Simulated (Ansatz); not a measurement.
## WH2BrOF5: nudged elastic band

WH2BrOF5, computed with RKS PBE/def2-SVP (Ansatz 0.2.0).

It belongs to a series of runs on one base structure; here: band between the two ends.

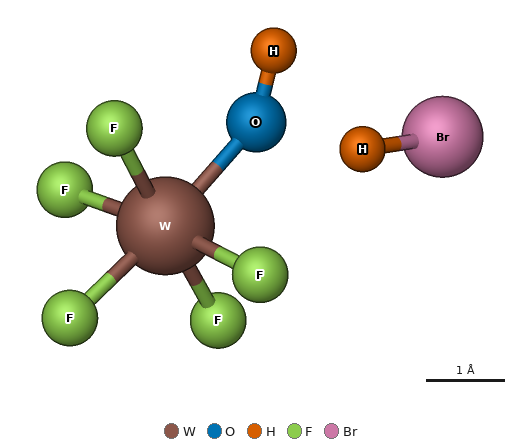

Fig. 1: The starting structure (ball-and-stick view, seen at a tilt). Sticks mark near contacts.

Input:
```yaml
crystal:
  periodic: [false, false, false]
  atoms:
    - { symbol: W, position_ang: [-0.233844, -0.144751, -0.236032] }
    - { symbol: O, position_ang: [-0.116198, 0.481107, 1.535154] }
    - { symbol: H, position_ang: [-0.674016, 0.581333, 2.329014] }
    - { symbol: F, position_ang: [1.555317, 0.263757, -0.561344] }
    - { symbol: F, position_ang: [-0.697801, 1.543083, -0.892403] }
    - { symbol: F, position_ang: [-2.028907, -0.539627, 0.131282] }
    - { symbol: F, position_ang: [0.290484, -1.871261, 0.253538] }
    - { symbol: F, position_ang: [-0.54408, -0.810476, -1.951542] }
    - { symbol: Br, position_ang: [2.66056, 1.857417, 3.180711] }
    - { symbol: H, position_ang: [1.672684, 1.268318, 2.310423] }
basis:
  gaussian: { orbitals: def2-SVP }
hamiltonian:
  xc: pbe
neb:
  order_check: false
  images: 4
  f_tol: 0.05
  max_iterations: 60
  climbing: false
  final_atoms:
    - { symbol: W, position_ang: [0.4991313, -0.14390966, -0.47135137] }
    - { symbol: O, position_ang: [-0.25214119, 1.108251, 3.28218159] }
    - { symbol: H, position_ang: [-0.88358709, 0.46929355, 2.89905539] }
    - { symbol: F, position_ang: [1.79803527, -0.23554577, -1.80847284] }
    - { symbol: F, position_ang: [0.13755739, 1.63360934, -0.92082883] }
    - { symbol: F, position_ang: [-0.91498348, -0.09240216, 0.77005544] }
    - { symbol: F, position_ang: [0.76501277, -1.94513993, -0.06183059] }
    - { symbol: F, position_ang: [-0.76422489, -0.66981687, -1.75868685] }
    - { symbol: Br, position_ang: [2.09702554, 0.54608254, 1.22041373] }
    - { symbol: H, position_ang: [-0.59762664, 1.95847794, 2.94826534] }
  initial_path:
    images:
      - { positions_ang: [[-0.233844, -0.144751, -0.236032], [-0.116198, 0.481107, 1.535154], [-0.674016, 0.581333, 2.329014], [1.555317, 0.263757, -0.561344], [-0.697801, 1.543083, -0.892403], [-2.028907, -0.539627, 0.131282], [0.290484, -1.871261, 0.253538], [-0.54408, -0.810476, -1.951542], [2.66056, 1.857417, 3.180711], [1.672684, 1.268318, 2.310423]] }
      - { positions_ang: [[-0.13816696, -0.11172341, -0.13000483], [-0.07559552, 0.35906426, 1.84370338], [-0.77525059, 0.32093806, 2.46266482], [1.6753013, 0.13406691, -0.31875246], [-0.41655315, 1.63696312, -0.60079764], [-1.95517642, -0.34933452, 0.08394401], [0.17644183, -1.88361554, 0.24070739], [-0.31783262, -0.58812557, -1.89526879], [2.34970585, 1.90958484, 2.20488234], [1.36132528, 1.20108185, 2.20772277]] }
      - { positions_ang: [[-0.04248992, -0.07869581, -0.02397765], [-0.03499304, 0.23702153, 2.15225277], [-0.87648517, 0.06054312, 2.59631565], [1.7952856, 0.00437681, -0.07616093], [-0.13530531, 1.73084325, -0.30919229], [-1.88144585, -0.15904204, 0.03660602], [0.06239966, -1.89597008, 0.22787678], [-0.09158525, -0.36577515, -1.83899557], [2.03885171, 1.96175268, 1.22905368], [1.04996656, 1.13384569, 2.10502254]] }
      - { positions_ang: [[0.10410514, -0.07852755, -0.07104153], [-0.06218168, 0.36245033, 2.50165828], [-0.91839939, 0.03813523, 2.71032392], [1.84382926, -0.09548374, -0.32558669], [0.03176637, 1.74894852, -0.31487745], [-1.65866114, -0.06959707, 0.16436071], [0.15730542, -1.91074586, 0.16480307], [-0.13561423, -0.33764332, -1.80042454], [1.92614482, 1.69948579, 0.83699423], [0.59590444, 1.27187768, 2.232591]] }
      - { positions_ang: [[0.30161822, -0.1112186, -0.27119645], [-0.15716143, 0.73535066, 2.89191994], [-0.90099324, 0.25371439, 2.80468965], [1.82093226, -0.16551476, -1.06702977], [0.08466188, 1.69127893, -0.61785314], [-1.28682231, -0.08099961, 0.46720807], [0.46115909, -1.92794289, 0.05148624], [-0.44991956, -0.50373009, -1.7795557], [2.01158518, 1.12278417, 1.02870398], [-0.0008611, 1.61517781, 2.59042817]] }
      - { positions_ang: [[0.4991313, -0.14390966, -0.47135137], [-0.25214119, 1.108251, 3.28218159], [-0.88358709, 0.46929355, 2.89905539], [1.79803527, -0.23554577, -1.80847284], [0.13755739, 1.63360934, -0.92082883], [-0.91498348, -0.09240216, 0.77005544], [0.76501277, -1.94513993, -0.06183059], [-0.76422489, -0.66981687, -1.75868685], [2.09702554, 0.54608254, 1.22041373], [-0.59762664, 1.95847794, 2.94826534]] }
```

Machine: 4 threads of Arm Neoverse V2, 24 GiB of memory available, shared host.

Command:
```bash
ansatz run input.yaml --threads 4 --pin off --max-ram 5120MiB --backend cpu --events-out ev --progress --plain --runs-dir out
```

Output:
```
Engine: ansatz 0.2.0, aarch64-unknown-linux-gnu
Functional definition: PBE
  parameter kappa = 0.804
  parameter beta = 0.06672455060314922
  exchange = pbe_x(kappa = kappa, mu = beta*pi^2/3)
  correlation = pbe_c(beta = beta)
1651 factors; their error is unknown
mean field evaluation 1: about -87482.9007 eV, gradient 9.7e1 eV
mean field evaluation 2: about -87194.9676 eV, gradient 3.2e2 eV
mean field evaluation 4: about -87497.5370 eV, gradient 3.3e1 eV
mean field evaluation 8: about -87499.4263 eV, gradient 4.3e-1 eV
mean field evaluation 16: about -87499.3052 eV, gradient 8.2e-3 eV
mean field -87499.30523109 eV, -3215.5401580833 hartree, gradient 3.7e-5 eV, S^2 0.000000; 0 other end points of the search recorded, 0 dependent functions left out
the calculation of the forces begins
reference -87499.30530427 eV, -3215.5401607727 hartree; 52, 52 occupied and 106, 106 virtual orbitals, 1651 factors
1651 factors; their error is unknown
mean field evaluation 32: about -87499.1369 eV, gradient 1.4e-1 eV
mean field -87499.01380466 eV, -3215.5294483595 hartree, gradient 3.7e-5 eV, S^2 0.000000; 2 other end points of the search recorded, 0 dependent functions left out
[... from here on the field's lines of each further geometry are left out, up to the last ...]
NEB iter   1: max|band force component| = 8.601e0 eV/Å  barrier→ = 5.7839 eV  barrier← = 5.4925 eV  Δτ_max = 0.2000 Å  (448 SCF iters)
NEB iter   2: max|band force component| = 3.514e0 eV/Å  barrier→ = 2.7750 eV  barrier← = 2.4836 eV  Δτ_max = 0.2000 Å  (173 SCF iters)
NEB iter   3: max|band force component| = 1.977e0 eV/Å  barrier→ = 1.2982 eV  barrier← = 1.0068 eV  Δτ_max = 0.2000 Å  (160 SCF iters)
NEB iter   4: max|band force component| = 1.635e0 eV/Å  barrier→ = 0.8243 eV  barrier← = 0.5329 eV  Δτ_max = 0.2000 Å  (162 SCF iters)
NEB iter   5: max|band force component| = 4.071e0 eV/Å  barrier→ = 1.3648 eV  barrier← = 1.0734 eV  Δτ_max = 0.0988 Å  (150 SCF iters)
NEB iter   6: max|band force component| = 8.405e-1 eV/Å  barrier→ = 0.9762 eV  barrier← = 0.6848 eV  Δτ_max = 0.2000 Å  (148 SCF iters)
NEB iter   7: max|band force component| = 1.026e0 eV/Å  barrier→ = 1.0120 eV  barrier← = 0.7205 eV  Δτ_max = 0.1032 Å  (148 SCF iters)
NEB iter   8: max|band force component| = 5.686e-1 eV/Å  barrier→ = 0.9397 eV  barrier← = 0.6483 eV  Δτ_max = 0.1000 Å  (144 SCF iters)
NEB iter   9: max|band force component| = 5.926e-1 eV/Å  barrier→ = 0.9527 eV  barrier← = 0.6612 eV  Δτ_max = 0.0501 Å  (140 SCF iters)
NEB iter  10: max|band force component| = 5.690e-1 eV/Å  barrier→ = 0.9359 eV  barrier← = 0.6445 eV  Δτ_max = 0.0502 Å  (133 SCF iters)
NEB iter  11: max|band force component| = 7.236e-1 eV/Å  barrier→ = 0.9264 eV  barrier← = 0.6349 eV  Δτ_max = 0.1007 Å  (131 SCF iters)
NEB iter  12: max|band force component| = 1.106e0 eV/Å  barrier→ = 0.8377 eV  barrier← = 0.5463 eV  Δτ_max = 0.2000 Å  (151 SCF iters)
NEB iter  13: max|band force component| = 2.593e0 eV/Å  barrier→ = 0.7411 eV  barrier← = 0.4497 eV  Δτ_max = 0.0991 Å  (144 SCF iters)
NEB iter  14: max|band force component| = 6.466e-1 eV/Å  barrier→ = 0.5216 eV  barrier← = 0.2302 eV  Δτ_max = 0.2000 Å  (146 SCF iters)
NEB iter  15: max|band force component| = 7.438e-1 eV/Å  barrier→ = 0.4709 eV  barrier← = 0.1794 eV  Δτ_max = 0.1003 Å  (145 SCF iters)
NEB iter  16: max|band force component| = 6.996e-1 eV/Å  barrier→ = 0.4473 eV  barrier← = 0.1559 eV  Δτ_max = 0.1002 Å  (141 SCF iters)
NEB iter  17: max|band force component| = 6.393e-1 eV/Å  barrier→ = 0.4405 eV  barrier← = 0.1491 eV  Δτ_max = 0.1982 Å  (142 SCF iters)
NEB iter  18: max|band force component| = 9.213e-1 eV/Å  barrier→ = 0.4855 eV  barrier← = 0.1941 eV  Δτ_max = 0.1006 Å  (150 SCF iters)
NEB iter  19: max|band force component| = 3.635e-1 eV/Å  barrier→ = 0.4357 eV  barrier← = 0.1442 eV  Δτ_max = 0.1930 Å  (143 SCF iters)
NEB iter  20: max|band force component| = 8.847e-1 eV/Å  barrier→ = 0.4074 eV  barrier← = 0.1160 eV  Δτ_max = 0.0611 Å  (140 SCF iters)
NEB iter  21: max|band force component| = 1.919e-1 eV/Å  barrier→ = 0.3975 eV  barrier← = 0.1061 eV  Δτ_max = 0.0952 Å  (128 SCF iters)
NEB iter  22: max|band force component| = 1.852e-1 eV/Å  barrier→ = 0.4051 eV  barrier← = 0.1137 eV  Δτ_max = 0.0621 Å  (130 SCF iters)
NEB iter  23: max|band force component| = 1.892e-1 eV/Å  barrier→ = 0.3889 eV  barrier← = 0.0975 eV  Δτ_max = 0.0316 Å  (131 SCF iters)
NEB iter  24: max|band force component| = 1.761e-1 eV/Å  barrier→ = 0.3961 eV  barrier← = 0.1046 eV  Δτ_max = 0.0317 Å  (128 SCF iters)
NEB iter  25: max|band force component| = 1.469e-1 eV/Å  barrier→ = 0.3912 eV  barrier← = 0.0997 eV  Δτ_max = 0.0634 Å  (127 SCF iters)
NEB iter  26: max|band force component| = 1.838e-1 eV/Å  barrier→ = 0.3869 eV  barrier← = 0.0954 eV  Δτ_max = 0.0632 Å  (128 SCF iters)
NEB iter  27: max|band force component| = 2.585e-1 eV/Å  barrier→ = 0.3798 eV  barrier← = 0.0884 eV  Δτ_max = 0.0635 Å  (129 SCF iters)
NEB iter  28: max|band force component| = 3.112e-1 eV/Å  barrier→ = 0.3750 eV  barrier← = 0.0835 eV  Δτ_max = 0.0631 Å  (129 SCF iters)
NEB iter  29: max|band force component| = 2.828e-1 eV/Å  barrier→ = 0.3686 eV  barrier← = 0.0771 eV  Δτ_max = 0.0632 Å  (130 SCF iters)
NEB iter  30: max|band force component| = 2.449e-1 eV/Å  barrier→ = 0.3638 eV  barrier← = 0.0724 eV  Δτ_max = 0.0626 Å  (129 SCF iters)
NEB iter  31: max|band force component| = 2.012e-1 eV/Å  barrier→ = 0.3597 eV  barrier← = 0.0682 eV  Δτ_max = 0.0624 Å  (130 SCF iters)
NEB iter  32: max|band force component| = 1.193e-1 eV/Å  barrier→ = 0.3539 eV  barrier← = 0.0625 eV  Δτ_max = 0.0625 Å  (130 SCF iters)
NEB iter  33: max|band force component| = 7.394e-2 eV/Å  barrier→ = 0.3497 eV  barrier← = 0.0583 eV  Δτ_max = 0.0626 Å  (133 SCF iters)
NEB iter  34: max|band force component| = 5.382e-2 eV/Å  barrier→ = 0.3549 eV  barrier← = 0.0634 eV  Δτ_max = 0.0628 Å  (131 SCF iters)
the calculation of the forces begins
reference -87498.95890396 eV, -3215.5274307959 hartree; 52, 52 occupied and 106, 106 virtual orbitals, 1651 factors
1651 factors; their error is unknown
mean field evaluation 1312: about -87498.9441 eV, gradient 8.2e-6 eV
mean field -87498.94408112 eV, -3215.5268860667 hartree, gradient 8.2e-6 eV, S^2 0.000000; 1 other end points of the search recorded, 0 dependent functions left out
the calculation of the forces begins
reference -87498.94415169 eV, -3215.5268886600 hartree; 52, 52 occupied and 106, 106 virtual orbitals, 1651 factors
NEB iter  35: max|band force component| = 3.677e-2 eV/Å  barrier→ = 0.3611 eV  barrier← = 0.0697 eV  Δτ_max = 0.0000 Å  (314 SCF iters)
```

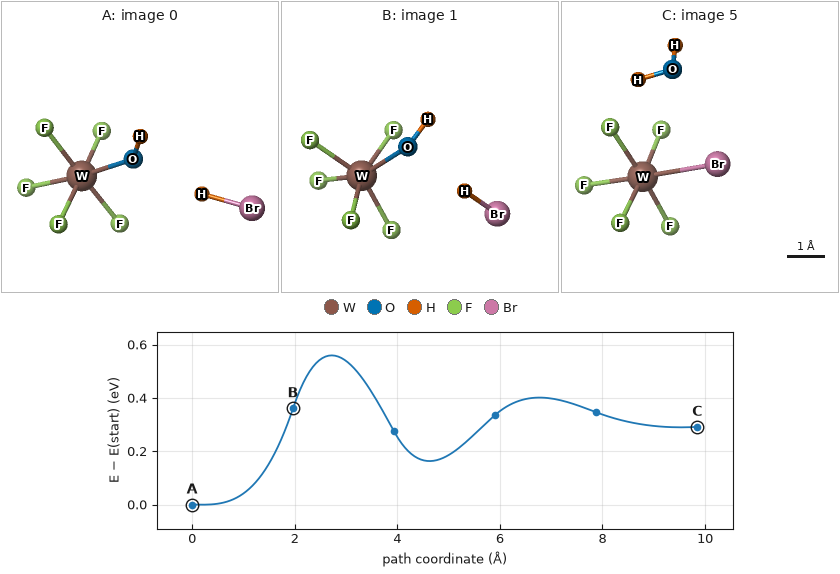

Fig. 2: Images of the last band (counted from 0; ball-and-stick, seen at a tilt) above the energy along the path; the line is a cubic interpolation that uses the forces. The highest image is number 1, 0.361 eV above the start and 0.070 eV above the end; the end lies 0.291 eV above the start. A further maximum stands at image 4, 0.346 eV from the start, so the path isn't one elementary step. The path is 9.85 Å long. The band converged in 35 iterations.

```
Total energy: -87498.94415169 eV, -3215.5268886600 hartree
Atom 0 at    -0.165845    -0.167886    -0.075348 Å, force    -0.131183    -0.044416    -0.008459 eV/Å
Atom 1 at    -0.369319     0.369715     1.749619 Å, force     0.041329    -0.005746    -0.124216 eV/Å
Atom 2 at    -0.718023     1.268083     1.935401 Å, force    -0.029915    -0.078180    -0.012675 eV/Å
Atom 3 at     1.596327     0.167761    -0.570510 Å, force    -0.049906     0.164882     0.116403 eV/Å
Atom 4 at    -0.705278     1.630942    -0.266043 Å, force    -0.001314    -0.016861    -0.125166 eV/Å
Atom 5 at    -1.768478    -1.115942    -0.042966 Å, force    -0.132834     0.002219    -0.009356 eV/Å
Atom 6 at     0.599861    -1.708822     0.652808 Å, force    -0.086723    -0.095315    -0.122722 eV/Å
Atom 7 at    -0.466514    -0.208499    -1.923588 Å, force    -0.035593    -0.150571    -0.026291 eV/Å
Atom 8 at     2.476877     1.638554     2.106487 Å, force     0.135905     0.065321     0.342757 eV/Å
Atom 9 at     1.404591     0.754993     2.532941 Å, force     0.290235     0.158667    -0.030275 eV/Å
Dipole moment:    -0.279537     0.142975     0.302109 e Å
this run last wrote the band of iteration 35 to [file]
```

The last band as extended XYZ (Å, eV, eV/Å):
```
10
Properties=species:S:1:pos:R:3:forces:R:3 image=0 energy=-87499.30523
W    -0.2338   -0.1448   -0.2360    0.0005  -0.0027   0.0029
O    -0.1162    0.4811    1.5352    0.0049   0.0052  -0.0019
H    -0.6740    0.5813    2.3290   -0.0004   0.0000  -0.0012
F     1.5553    0.2638   -0.5613   -0.0011   0.0026   0.0014
F    -0.6978    1.5431   -0.8924    0.0019   0.0015   0.0036
F    -2.0289   -0.5396    0.1313   -0.0006  -0.0041  -0.0041
F     0.2905   -1.8713    0.2535   -0.0033   0.0000  -0.0026
F    -0.5441   -0.8105   -1.9515   -0.0014  -0.0024   0.0018
Br    2.6606    1.8574    3.1807   -0.0030  -0.0023  -0.0038
H     1.6727    1.2683    2.3104    0.0025   0.0022   0.0040
10
Properties=species:S:1:pos:R:3:forces:R:3 image=1 energy=-87498.94408
W    -0.1658   -0.1679   -0.0753   -0.1312  -0.0444  -0.0085
O    -0.3693    0.3697    1.7496    0.0413  -0.0057  -0.1242
H    -0.7180    1.2681    1.9354   -0.0299  -0.0782  -0.0127
F     1.5963    0.1678   -0.5705   -0.0499   0.1649   0.1164
F    -0.7053    1.6309   -0.2660   -0.0013  -0.0169  -0.1252
F    -1.7685   -1.1159   -0.0430   -0.1328   0.0022  -0.0094
F     0.5999   -1.7088    0.6528   -0.0867  -0.0953  -0.1227
F    -0.4665   -0.2085   -1.9236   -0.0356  -0.1506  -0.0263
Br    2.4769    1.6386    2.1065    0.1359   0.0653   0.3428
H     1.4046    0.7550    2.5329    0.2902   0.1587  -0.0303
10
Properties=species:S:1:pos:R:3:forces:R:3 image=2 energy=-87499.03035
W     0.2324    0.0132   -0.0527    0.1348   0.0558  -0.0303
O    -0.4407    0.4213    2.1078    0.0444  -0.0125   0.1313
H    -0.5851    1.3972    2.0777   -0.0685  -0.1382   0.1047
F     1.7930   -0.4532   -0.9605    0.0813  -0.0858  -0.1832
F    -0.6966    1.6614   -0.0044    0.0682   0.0476   0.0170
F    -1.3900   -0.9213    0.0629    0.0653   0.1702   0.0921
F     0.7787   -1.4552    0.9898    0.0480   0.0438   0.0009
F    -0.2886    0.1468   -1.8520    0.0521  -0.0407   0.0786
Br    2.0637    1.4782    1.1321   -0.1161  -0.0626  -0.2491
H     0.4173    0.3405    2.5980   -0.3095   0.0223   0.0381
10
Properties=species:S:1:pos:R:3:forces:R:3 image=3 energy=-87498.96930
W     0.3179    0.0832   -0.0492   -0.0191  -0.0142   0.0543
O    -0.2244    0.3687    2.1930    0.0094   0.0427  -0.1162
H    -1.1849    0.5125    2.3274   -0.0036   0.0038  -0.0531
F     1.7918   -0.0251   -1.2132   -0.0142   0.0105   0.0530
F    -0.1727    1.8464   -0.4343   -0.0383   0.0102   0.1039
F    -1.5283   -0.1931    0.3466   -0.0595  -0.0740  -0.0120
F     0.6834   -1.6090    0.6314   -0.0062  -0.0081   0.0316
F    -0.3910   -0.5235   -1.6828    0.0159   0.0331   0.0074
Br    2.2799    1.1688    1.2581    0.0631  -0.0115   0.0097
H     0.3124    1.0000    2.7218    0.0526   0.0074  -0.0785
10
Properties=species:S:1:pos:R:3:forces:R:3 image=4 energy=-87498.95883
W     0.4443    0.0774   -0.4715    0.0198  -0.0049  -0.0454
O    -0.3804    0.2451    3.2127   -0.0137  -0.0036   0.0715
H    -1.1713    0.5296    2.7168   -0.0010  -0.0157   0.0299
F     1.8781   -0.3063   -1.5998    0.0008  -0.0107  -0.0354
F     0.1129    1.6668   -1.3951    0.0170  -0.0114  -0.0574
F    -1.1000    0.4223    0.5306    0.0373   0.0410   0.0233
F     0.6869   -1.5243    0.4435    0.0065   0.0056  -0.0259
F    -0.6430   -0.8240   -1.7034   -0.0062  -0.0105  -0.0084
Br    1.9360    1.2651    1.0636   -0.0304   0.0015   0.0042
H     0.1208    1.0771    3.3013   -0.0302   0.0086   0.0434
10
Properties=species:S:1:pos:R:3:forces:R:3 image=5 energy=-87499.01380
W     0.4991   -0.1439   -0.4714    0.0025  -0.0013   0.0026
O    -0.2521    1.1083    3.2822   -0.0229   0.0173  -0.0143
H    -0.8836    0.4693    2.8991    0.0110   0.0122   0.0069
F     1.7980   -0.2355   -1.8085   -0.0020   0.0019  -0.0021
F     0.1376    1.6336   -0.9208    0.0020  -0.0012   0.0016
F    -0.9150   -0.0924    0.7701    0.0023   0.0023  -0.0002
F     0.7650   -1.9451   -0.0618   -0.0027  -0.0024  -0.0032
F    -0.7642   -0.6698   -1.7587    0.0000  -0.0033  -0.0021
Br    2.0970    0.5461    1.2204   -0.0005   0.0026   0.0004
H    -0.5976    1.9585    2.9483    0.0104  -0.0281   0.0104
```

Key numbers:

| quantity | value |
| --- | --- |
| outcome | converged |
| barrier, forward | 0.361 eV |
| barrier, backward | 0.070 eV |
| wall time | 5.9 min (CPU time 23 min) |
| peak memory | 0.27 GiB |

Notes:

The order of the saddle point was not checked.
